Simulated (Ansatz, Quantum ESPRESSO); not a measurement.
# Barium (Im-3m): phonons and their coupling to the electrons, part 2 of 3

How strong is the electron-phonon coupling in Barium (Im-3m)?

Quantum ESPRESSO 7.5; DFT PBEsol, scalar-relativistic, plane waves, PseudoDojo norm-conserving pseudopotentials.

So far. Step 2 (A first look): No gap opens on this mesh, so smearing is kept; the start stands at -0.54 GPa. Step 4 (Ground state): The cell stands at -0.001 GPa, close enough for phonons. The relaxed cell has a = 4.893 Å (conventional setting).

The database entry behind the starting cell differs from later determinations by our own check (0.1 to 0.3 % short, probably kX units), so it need not match the best structure at ambient conditions.

### 7. Phonons on a q mesh

Linear response treats each wavevector in the unit cell, with no supercell; the 2×2×2 mesh fixes the range of the force constants to be had. The change of the potential is kept for the electron-phonon matrix elements.

The input, ph.in:

```
phonons
 &inputph
    prefix='x',
    outdir='./tmp',
    fildyn='x.dyn',
    tr2_ph=1.0d-18,
    alpha_mix(1)=0.4,
    nmix_ph=8,
    ldisp=.true.,
    nq1=2,
    nq2=2,
    nq3=2,
    electron_phonon='interpolated',
    fildvscf='dvscf',
    el_ph_sigma=0.005,
    el_ph_nsigma=10,
 /
```

Command:

```
$ OMP_NUM_THREADS=1 mpirun -n 4 ph.x -nk 4 -in ph.in > ph.out
```

Numbers of over 12 decimals in the logs are rounded to 6 here.

The log of the run:

```text
[banners, grids, parts of the stress and lines that vanish by symmetry left out]
[banner, memory and clock lines left out]
Program PHONON v.7.5

     ./tmp/x.save/

     IMPORTANT: XC functional enforced from input :
     Exchange-correlation= PBESOL
                           (   1   4  10   8   0   0   0)
     Any further DFT definition will be discarded
     Please, verify this is what you really want

     G-vector sticks info

     Reading collected, re-writing distributed wavefunctions in ./tmp/

     Dynamical matrices for ( 2, 2, 2)  uniform grid of q-points
     (   3 q-points):
       N         xq(1)         xq(2)         xq(3)
       1   0.000000000   0.000000000   0.000000000
       2   0.000000000   0.500000000  -0.500000000
       3   0.000000000   0.000000000  -1.000000000

     Number and degeneracy of irreps per q-point
       N         xq(1)         xq(2)         xq(3)   N irreps
       1   0.000000000   0.000000000   0.000000000       1
        3
       2   0.000000000   0.500000000  -0.500000000       3
     No degeneracy
       3   0.000000000   0.000000000  -1.000000000       1
        3

     Saving dvscf to file. Distribute only q points, not irreducible representations.

     Calculation of q =    0.0000000   0.0000000   0.0000000

     phonons

     bravais-lattice index     =            3
     lattice parameter (alat)  =       9.2456  a.u.
     unit-cell volume          =     395.1670 (a.u.)^3
     number of atoms/cell      =            1
     number of atomic types    =            1
     kinetic-energy cut-off    =      57.0000  Ry
     charge density cut-off    =     228.0000  Ry
     convergence threshold     =      1.0E-18
     beta                      =       0.4000
     number of iterations used =            8
     Exchange-correlation= PBESOL
                           (   1   4  10   8   0   0   0)

     celldm(1)=    9.24564  celldm(2)=    0.00000  celldm(3)=    0.00000
     celldm(4)=    0.00000  celldm(5)=    0.00000  celldm(6)=    0.00000

     crystal axes: (cart. coord. in units of alat)
               a(1) = (  0.5000  0.5000  0.5000 )
               a(2) = ( -0.5000  0.5000  0.5000 )
               a(3) = ( -0.5000 -0.5000  0.5000 )

     reciprocal axes: (cart. coord. in units 2 pi/alat)
               b(1) = (  1.0000  0.0000  1.0000 )
               b(2) = ( -1.0000  1.0000  0.0000 )
               b(3) = (  0.0000 -1.0000  1.0000 )

     Atoms inside the unit cell:

     Cartesian axes

     site n.  atom      mass           positions (alat units)
        1  Ba    137.3270   tau(    1) = (    0.00000    0.00000    0.00000  )

     Computing dynamical matrix for
                    q = (   0.0000000   0.0000000   0.0000000 )

     49 Sym.Ops. (with q -> -q+G )

     G cutoff =  493.6838  (  22879 G-vectors)     FFT grid: ( 40, 40, 40)

     number of k points=    47  Marzari-Vanderbilt smearing, width (Ry)=  0.0200

     PseudoPot. # 1 for Ba read from file:
     ./pseudo/Ba.upf
     Pseudo is Norm-conserving + core correction, Zval = 10.0

     Mode symmetry, O_h (m-3m)  point group:

     Atomic displacements:
     There are    1 irreducible representations

     Representation     1      3 modes -  To be done

     Alpha used in Ewald sum =   2.4000

     Representation #   1 modes #   1   2   3

     Self-consistent Calculation
      iter #   1   av.it.:   5.1
      thresh= 1.000E-02 alpha_mix =  0.400 |ddv_scf|^2 =  2.417E-07
      iter #   2   av.it.:   8.7
      thresh= 4.916E-05 alpha_mix =  0.400 |ddv_scf|^2 =  1.910E-08
      iter #   3   av.it.:   9.0
      thresh= 1.382E-05 alpha_mix =  0.400 |ddv_scf|^2 =  8.114E-10
      iter #   4   av.it.:   9.5
      thresh= 2.849E-06 alpha_mix =  0.400 |ddv_scf|^2 =  1.821E-12
      iter #   5   av.it.:   9.2
      thresh= 1.350E-07 alpha_mix =  0.400 |ddv_scf|^2 =  4.273E-13
      iter #   6   av.it.:   8.8
      thresh= 6.537E-08 alpha_mix =  0.400 |ddv_scf|^2 =  9.322E-16
      iter #   7   av.it.:   9.8
      thresh= 3.053E-09 alpha_mix =  0.400 |ddv_scf|^2 =  3.301E-17
      iter #   8   av.it.:   9.4
      thresh= 5.745E-10 alpha_mix =  0.400 |ddv_scf|^2 =  1.979E-18
[...]
End of self-consistent calculation

     Convergence has been achieved

     Number of q in the star =    1
     List of q in the star:
          1   0.000000000   0.000000000   0.000000000

     Diagonalizing the dynamical matrix

     q = (    0.000000000   0.000000000   0.000000000 )

 **************************************************************************
     freq (    1) =      -0.090906 [THz] =      -3.032299 [cm-1]
     freq (    2) =      -0.090906 [THz] =      -3.032299 [cm-1]
     freq (    3) =      -0.090906 [THz] =      -3.032299 [cm-1]
 **************************************************************************

     Mode symmetry, O_h (m-3m)  point group:

     freq (   1-   3) =         -3.0  [cm-1]   --> T_1u G_15  G_4- I
     Electron-phonon interaction  ...

     [... narrower broadenings left out ...]
     Gaussian Broadening:   0.020 Ry, ngauss=   0
     DOS =  8.484793 states/spin/Ry/Unit Cell at Ef=  6.349662 eV
     lambda(    1)=  0.0000   gamma=    0.06 GHz
     lambda(    2)=  0.0000   gamma=    0.05 GHz
     lambda(    3)=  0.0000   gamma=    0.05 GHz
     [... wider broadenings left out ...]

     Number of q in the star =    1
     List of q in the star:
          1   0.000000000   0.000000000   0.000000000

     Calculation of q =    0.0000000   0.5000000  -0.5000000
     [... set-up and bands at k+q left out ...]

     Mode symmetry, D_2h (mmm)  point group:

     Atomic displacements:
     There are    3 irreducible representations

     Representation     1      1 modes -  To be done

     Representation     2      1 modes -  To be done

     Representation     3      1 modes -  To be done

     Message from routine init_vloc:
     Interpolation table for Vloc re-allocated

     Alpha used in Ewald sum =   2.4000

     Representation #   1 mode #   1

     Self-consistent Calculation

[...]
[... iterations left out ...]
[...]
End of self-consistent calculation

     Convergence has been achieved

     Representation #   2 mode #   2

     Self-consistent Calculation

[...]
[... iterations left out ...]
[...]
End of self-consistent calculation

     Convergence has been achieved

     Representation #   3 mode #   3

     Self-consistent Calculation

      iter #   1   av.it.:   5.8
      thresh= 1.000E-02 alpha_mix =  0.400 |ddv_scf|^2 =  1.820E-04

      [... iterations left out ...]
      iter #  11   av.it.:   8.2
      thresh= 1.879E-10 alpha_mix =  0.400 |ddv_scf|^2 =  6.539E-21

     End of self-consistent calculation

     Convergence has been achieved

     Number of q in the star =    6
     List of q in the star:
          1   0.000000000   0.500000000  -0.500000000
          2  -0.500000000  -0.500000000   0.000000000
          3   0.500000000  -0.500000000   0.000000000
[...]
Diagonalizing the dynamical matrix

     q = (    0.000000000   0.500000000  -0.500000000 )

 **************************************************************************
     freq (    1) =       0.696672 [THz] =      23.238468 [cm-1]
     freq (    2) =       1.575902 [THz] =      52.566437 [cm-1]
     freq (    3) =       2.395238 [THz] =      79.896523 [cm-1]
 **************************************************************************

     Mode symmetry, D_2h (mmm)  point group:

     freq (   1-   1) =         23.2  [cm-1]   --> B_2u
     freq (   2-   2) =         52.6  [cm-1]   --> B_1u
     freq (   3-   3) =         79.9  [cm-1]   --> B_3u
     Electron-phonon interaction  ...

     [... narrower broadenings left out ...]
     Gaussian Broadening:   0.020 Ry, ngauss=   0
     DOS =  8.484793 states/spin/Ry/Unit Cell at Ef=  6.349662 eV
     lambda(    1)=  0.8304   gamma=    3.27 GHz
     lambda(    2)=  0.0692   gamma=    1.39 GHz
     lambda(    3)=  0.0206   gamma=    0.96 GHz
     [... wider broadenings left out ...]

     Number of q in the star =    6
     List of q in the star:
[...]
5  -0.500000000   0.000000000   0.500000000
          6  -0.500000000   0.000000000  -0.500000000

     Calculation of q =    0.0000000   0.0000000  -1.0000000
     [... set-up and bands at k+q left out ...]

     Mode symmetry, O_h (m-3m)  point group:

     Atomic displacements:
     There are    1 irreducible representations

     Representation     1      3 modes -  To be done

     Alpha used in Ewald sum =   2.4000

     Representation #   1 modes #   1   2   3

     Self-consistent Calculation

      iter #   1   av.it.:   5.5
      thresh= 1.000E-02 alpha_mix =  0.400 |ddv_scf|^2 =  1.268E-06

      [... iterations left out ...]
      iter #   8   av.it.:  10.0
      thresh= 1.424E-09 alpha_mix =  0.400 |ddv_scf|^2 =  8.235E-19

     End of self-consistent calculation

     Convergence has been achieved

     Number of q in the star =    1
     List of q in the star:
          1   0.000000000   0.000000000  -1.000000000

     Diagonalizing the dynamical matrix

     q = (    0.000000000   0.000000000  -1.000000000 )

 **************************************************************************
     freq (    1) =       2.279313 [THz] =      76.029686 [cm-1]
     freq (    2) =       2.279313 [THz] =      76.029686 [cm-1]
     freq (    3) =       2.279313 [THz] =      76.029686 [cm-1]
 **************************************************************************

     Mode symmetry, O_h (m-3m)  point group:

     freq (   1-   3) =         76.0  [cm-1]   --> T_1u G_15  G_4-
     Electron-phonon interaction  ...

     [... narrower broadenings left out ...]
     Gaussian Broadening:   0.020 Ry, ngauss=   0
     DOS =  8.484793 states/spin/Ry/Unit Cell at Ef=  6.349662 eV
     lambda(    1)=  0.0274   gamma=    1.15 GHz
     lambda(    2)=  0.0273   gamma=    1.15 GHz
     lambda(    3)=  0.0273   gamma=    1.15 GHz
     [... wider broadenings left out ...]

     Number of q in the star =    1
     List of q in the star:
          1   0.000000000   0.000000000  -1.000000000


[key lines of the parts left out:]
the Fermi energy is     6.3265 ev
```

The job ended after 2.5 min (4 MPI ranks of Arm Neoverse V2, shared host).

This step gave:

| Quantity | Value |
| --- | --- |
| largest acoustic frequency at the zone centre before the sum rule | -3.03 cm⁻¹ |
| lowest mode on the q mesh (acoustic ones at the zone centre apart) | 23.24 cm⁻¹ |

Frequencies (cm⁻¹) at each irreducible wavevector; negative means imaginary. Frequencies by wavevector:

```csv
q (fractions),star,mode 1,mode 2,mode 3
0 0 0,1,-3.03,-3.03,-3.03
0 0 -0.5,6,23.24,52.57,79.9
-0.5 -0.5 -0.5,1,76.03,76.03,76.03
```

Couplings of single modes at a Gaussian broadening of 0.02 Ry, as ph.x prints them; it sets λ to zero for modes under 20 cm⁻¹. Mode couplings:

| q (fractions) | mode | frequency (cm⁻¹) | λ | linewidth γ (GHz) |
| --- | --- | --- | --- | --- |
| 0 0 -0.5 | 1 | 23.24 | 0.8304 | 3.27 |
| 0 0 -0.5 | 2 | 52.57 | 0.0692 | 1.39 |
| 0 0 -0.5 | 3 | 79.9 | 0.0206 | 0.96 |
| -0.5 -0.5 -0.5 | 1 | 76.03 | 0.0274 | 1.15 |
| -0.5 -0.5 -0.5 | 2 | 76.03 | 0.0273 | 1.15 |
| -0.5 -0.5 -0.5 | 3 | 76.03 | 0.0273 | 1.15 |

The acoustic modes at Γ come out as far as 3.0 cm⁻¹ from zero, where they should vanish, a small numerical error.

### 8. Fourier transform to real space

The dynamical matrices of the mesh are Fourier-transformed to force constants in real space.

The input, q2r.in:

```
 &input
    fildyn='x.dyn',
    zasr='crystal',
    flfrc='x.fc',
    la2F=.true.,
 /
```

Command:

```
$ q2r.x < q2r.in > q2r.out
```

The log of the run:

```text
[banners, grids, parts of the stress and lines that vanish by symmetry left out]
[banner, memory and clock lines left out]
Program Q2R v.7.5

  reading grid info from file x.dyn0

  reading force constants from file x.dyn1
  Dielectric Tensor not found
  nqs=            1
 q=   0.00000000  0.00000000  0.00000000
  reading force constants from file x.dyn2
  nqs=            6
 q=   0.00000000  0.50000000 -0.50000000
[...]
q=  -0.50000000  0.00000000 -0.50000000
  reading force constants from file x.dyn3
  nqs=            1
 q=   0.00000000  0.00000000 -1.00000000

      q-space grid ok, #points =    8

      fft-check success (sum of imaginary terms < 10^-12)

   Preparing gamma for a2F

 Broadening =      0.005
      q-space grid ok, #points =    8

      fft-check success (sum of imaginary terms < 10^-12)

 Broadening =      0.010
[...]
Broadening =      0.045
      q-space grid ok, #points =    8

      fft-check success (sum of imaginary terms < 10^-12)

 Broadening =      0.050
      q-space grid ok, #points =    8

      fft-check success (sum of imaginary terms < 10^-12)
```

Run time: 0.48 s. Hardware: 1 thread.

### 9. Dispersion

From the force constants any wavevector is cheap; points of the mesh come back as solved, but for the sum rule and, in polar crystals, the LO-TO term at Γ; the rest is interpolation.

The input, matdyn.in:

```
 &input
    asr='crystal',
    flfrc='x.fc',
    flfrq='x.freq',
    flvec='x.modes',
    q_in_band_form=.true.,
    q_in_cryst_coord=.true.,
 /
8
  0.0000000   0.0000000   0.0000000  12  ! GAMMA
  0.5000000   0.5000000  -0.5000000  12  ! H
  0.5000000  -0.0000000  -0.5000000  12  ! N
  0.0000000   0.0000000   0.0000000  12  ! GAMMA
  0.7500000   0.2500000  -0.2500000  12  ! P
  0.5000000   0.5000000  -0.5000000   1  ! H
  0.7500000   0.2500000  -0.2500000  12  ! P
  0.5000000  -0.0000000  -0.5000000   1  ! N
```

Command:

```
$ matdyn.x -in matdyn.in > matdyn.out
```

The log of the run:

```text
[banner, memory and clock lines left out]
Program MATDYN v.7.5

 mass for atomic type   1 not given; uses mass from file x.fc
 Norm of the difference between old and new effective charges:    0.000000

 Norm of the difference between old and new force-constants:   5.85244e-05

     Message from routine matdyn:
     Z* not found in file x.fc, TO-LO splitting at q=0 will be absent!
     Message from routine matdyn:
     Z* not found in file x.fc, TO-LO splitting at q=0 will be absent!

Note: The following floating-point exceptions are signalling: IEEE_UNDERFLOW_FLAG
```

Elapsed: 0.47 s, on 1 thread.

Read from the output:

| Property | Result |
| --- | --- |
| lowest frequency on the path | 0 cm⁻¹ |
| mean frequency | 53.2 cm⁻¹ |
| Debye temperature (second moment) | 104 K |
| logarithmic mean frequency | 49.7 cm⁻¹ |

Matdyn.x, sum rule crystal. The phonon branches at the labelled points (cm⁻¹):

```
    point  branch 1  branch 2  branch 3
        Γ         0         0         0
        H        76        76        76
        N        23        53        80
        Γ         0         0         0
        P        58        58        58
        H        76        76        76
jump to P        58        58        58
        N        23        53        80
```

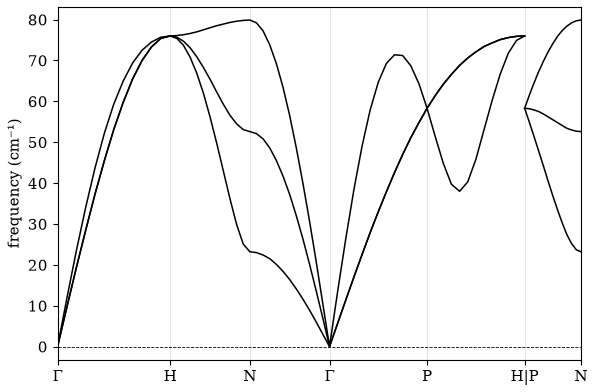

Phonon branches along the path.

Lowest modes at the softest wavevector of the mesh; phase exp(i q.(R + tau)). Modes at q = (0.000, 0.500, 0.000):

```csv
mode,frequency (cm⁻¹)
1,23.2
2,52.6
3,79.9
```

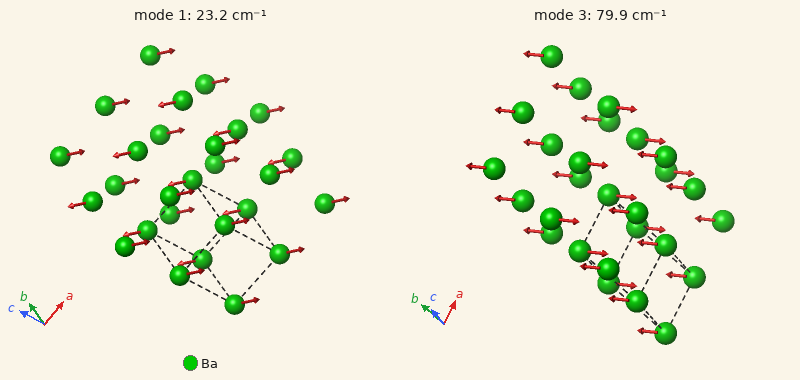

Displacement patterns of modes 1 and 3 at q = (0.000, 0.500, 0.000); arrows are exaggerated. 2×2×2 cells are drawn. The axes are those of the cell as run, not the conventional ones. Some periodic images of atoms are drawn too.

Force constants by pair (phonopy on the run's constants); pairs near half the supercell's span include their periodic images. Pair force constants, by row:

| atom | neighbour | distance (Å) | third of the trace (eV/Å²) | along the pair's line (eV/Å²) |
| --- | --- | --- | --- | --- |
| Ba1 | itself | 0 | 1.588 | – |
| Ba1 | Ba | 4.237 | -0.3649 | -1.103 |
| Ba1 | Ba | 4.893 | -0.0428 | -0.1603 |

Harmonic mean-square displacement, third of the trace. Mean-square displacements:

```csv
T (K),Ba1 U_eq (Å²)
0,0.00272
100,0.01139
300,0.03339
600,0.06664
```

Mode patterns, pair constants, displacements and means over the zone were worked out by phonopy from the force constants of q2r.x.

All branches are real along the path.

### 10. Sums over the zone

Sums over the zone need many more wavevectors than were solved, so the interpolation is sampled on a dense mesh.

The input, matdyn.in:

```
 &input
    asr='crystal',
    flfrc='x.fc',
    dos=.true.,
    fldos='x.dos',
    nk1=13,
    nk2=13,
    nk3=13,
    deltaE=0.3,
    la2F=.true.,
 /
```

Command:

```
$ matdyn.x -in matdyn.in > matdyn.out
```

The log of the run:

```text
[banner, memory and clock lines left out]
Program MATDYN v.7.5

 mass for atomic type   1 not given; uses mass from file x.fc
 Norm of the difference between old and new effective charges:    0.000000

 Norm of the difference between old and new force-constants:   5.85244e-05

     Message from routine matdyn:
     Z* not found in file x.fc, TO-LO splitting at q=0 will be absent!
 Norm of the difference between old and new effective charges:    0.000000

 Norm of the difference between old and new force-constants:   0.000157233

 Norm of the difference between old and new effective charges:    0.000000

 Norm of the difference between old and new force-constants:   0.000263112

 Norm of the difference between old and new effective charges:    0.000000

 Norm of the difference between old and new force-constants:   0.000473186

 Norm of the difference between old and new effective charges:    0.000000

 Norm of the difference between old and new force-constants:   0.000807891

 Norm of the difference between old and new effective charges:    0.000000

 Norm of the difference between old and new force-constants:   0.00131826

 Norm of the difference between old and new effective charges:    0.000000

 Norm of the difference between old and new force-constants:   0.00191663

 Norm of the difference between old and new effective charges:    0.000000

 Norm of the difference between old and new force-constants:   0.00254053

 Norm of the difference between old and new effective charges:    0.000000

 Norm of the difference between old and new force-constants:   0.00317716

 Norm of the difference between old and new effective charges:    0.000000

 Norm of the difference between old and new force-constants:   0.0038271

 Norm of the difference between old and new effective charges:    0.000000

 Norm of the difference between old and new force-constants:   0.00448241

Note: The following floating-point exceptions are signalling: IEEE_UNDERFLOW_FLAG
```

It took 3.6 s on 1 thread.

This step gave:

```yaml
share_of_modes_beyond_3i_cm_minus1_on_the_dense_interpolated_mesh: 0
zero_point_energy_per_atom: 9.91 meV
heat_capacity_at_300_k: 24.79 J/(mol atoms K)
vibrational_entropy_at_300_k: 60.66 J/(mol atoms K)
```

The phonon density of states has structure finer than the step of the table below, so its rows give means over 5 cm⁻¹, whole bins alone (the curve runs from 0 to 79.5 cm⁻¹). Peaks (cm⁻¹: height): 54.9: 0.0669, 71.4: 0.0994, 75.9: 0.150.

Tetrahedra. Table of phonon density of states by wavenumber; means over each step:

```csv
wavenumber (cm⁻¹),phonon density of states (1/cm⁻¹/cell)
5,4.3e-4
10,0.00155
15,0.00531
20,0.0130
25,0.0281
30,0.0398
35,0.0492
40,0.0461
45,0.0402
50,0.0480
55,0.0629
60,0.0505
65,0.0453
70,0.0636
75,0.0974
```

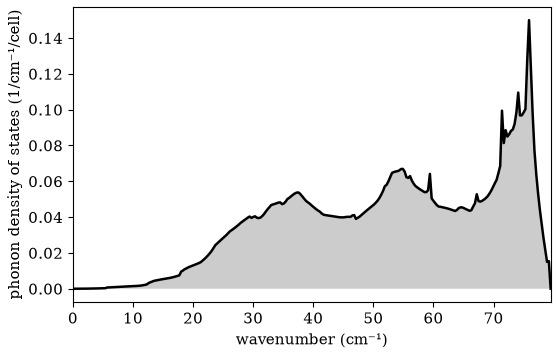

Phonon density of states against wavenumber.

Harmonic thermodynamic functions per atom, summed over the density of states scaled to three modes an atom; melting is ignored. Thermodynamic functions:

```csv
T (K),F_vib (meV/atom),S (J/mol-atom/K),C_V (J/mol-atom/K)
0,9.91,0,0
50,6.05,18.38,20.35
100,-7.84,33.84,23.65
200,-52.56,50.63,24.61
300,-110.6,60.66,24.79
400,-177.3,67.8,24.86
500,-250.6,73.35,24.89
600,-329,77.89,24.91
700,-411.8,81.73,24.92
800,-498.2,85.06,24.92
900,-588,87.99,24.93
1000,-680.5,90.62,24.93
```

At 300 K the heat capacity has reached 99 % of the Dulong-Petit value.

[end of part 2 of 3]

[Host names and launcher messages were left out of these logs when they were recorded.]

[Logs are printed without paths, hosts, clocks, repeated set-up lines and the standing remarks that a program may print on its own settings, such as how far it seeks lower states.]

[Hosts, paths, dates, database ids (printed as entryN), source tags and the programs' standing remarks are cut or masked in the printed files.]
